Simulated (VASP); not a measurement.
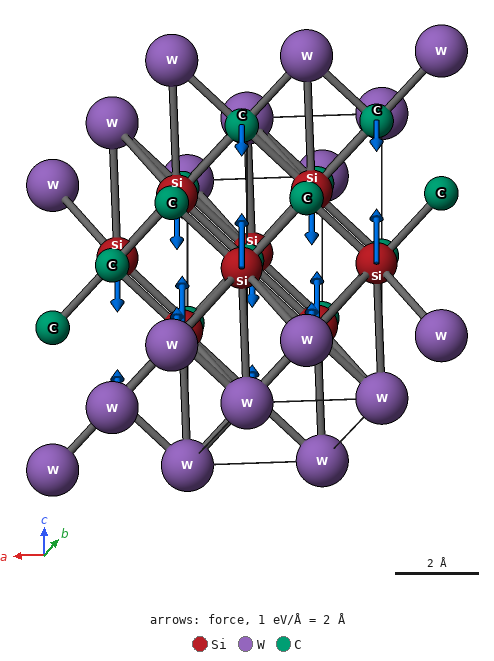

Starting geometry of a crystal of Si2WC3 (a generated structure, set up in P-3m1) with the computed forces as blue arrows. Style: ball-and-stick. Shown: the cell of the calculation, repeated 2 × 2 × 1 with one cell outlined, from a free direction.

The run lets cell and atoms move.

Computed with Kohn-Sham DFT of a periodic cell, PBE, VASP PAW PBE potentials, recommended in VASP 6.6.1.

Input
```
ALGO = Fast ; EDIFF = 1E-4
EDIFFG = -0.08 ; ENCUT = 520
GGA = PE ; IBRION = 2
ISIF = 3 ; ISMEAR = 0
LASPH = T ; LCHARG = F
LREAL = F ; LWAVE = F
NELM = 60 ; NSW = 24
PREC = Normal ; SIGMA = 0.15
```

Command:
```bash
cat potpaw_PBE.64/Si/POTCAR potpaw_PBE.64/W_sv/POTCAR potpaw_PBE.64/C/POTCAR > POTCAR
mpirun -np 1 vasp_std > vasp.out
```

**Is this structure relaxed? If not, where do the atoms go?**

It isn't relaxed: the largest force vector, on Si atoms, is 0.77 eV/Å. The final displacements follow the starting forces only in part (cosine between the two patterns 0.77). The largest moves relative to the cell, 0.21 Å, are those of C atoms. By element the largest moves are C 0.21 Å, Si 0.08 Å. W stays in place. The drawn cell changes as follows: a = b 3.263 → 2.876 Å (−11.9 %), c 8.024 → 7.593 Å (−5.4 %); the volume changes by −26.5 %. Some distances before and after: Si–Si 3.263 → 2.876 Å, W–W 3.263 → 2.876 Å, Si–Si 3.272 → 2.896 Å, C–Si 2.310 → 2.011 Å. Bond angles that change, for instance: W–C–W 89.8° → 80.7°, Si–C–W 180.0° → 172.7°, Si–C–W 90.1° → 93.8°. The space group stays P-3m1 (No. 164). After 9 geometry steps the energy has fallen by 3.745 eV per cell of the calculation. Largest force component: 0.77 eV/Å at the start, 0.055 eV/Å at the end. The pressure goes from −39.64 to 0.17 GPa. The volume changes by over a tenth within one run on a fixed set of plane waves, so the end point should be relaxed again from the new cell.
